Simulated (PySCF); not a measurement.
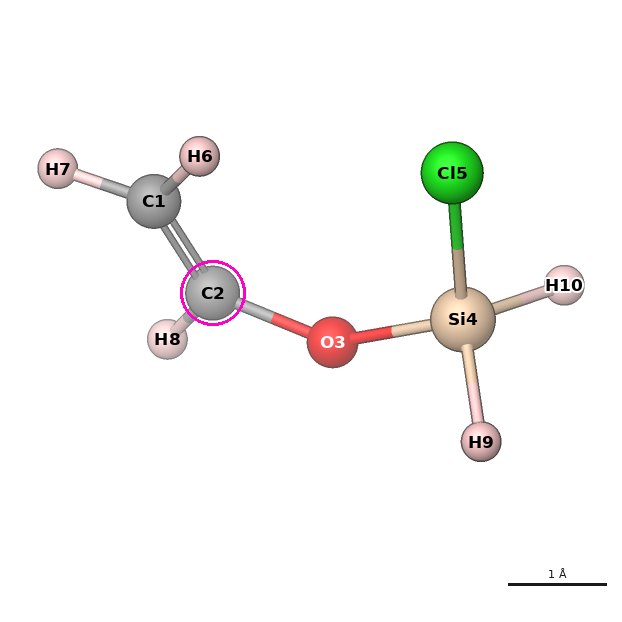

Orthographic view. Atoms fade into the background with distance from the viewer. Geometry: an image of a reaction path computed with GFN2-xTB, not a minimum.

Question: Which atoms are bonded to the circled atom?

Answer: The circled atom is C2; it is bonded to C1, O3, H8.

Question: Of Si4 and H10, which is nearer the viewer?

Answer: Si4; the bond to H10 points away from the viewer, so it looks shorter than its 1.46 Å.

Question: Which atom is farthest from the viewer?

Answer: H8, 1.6 Å behind the mean position.

Question: Which atom is nearest the viewer?

Answer: Cl5, 1.7 Å in front of the mean position.
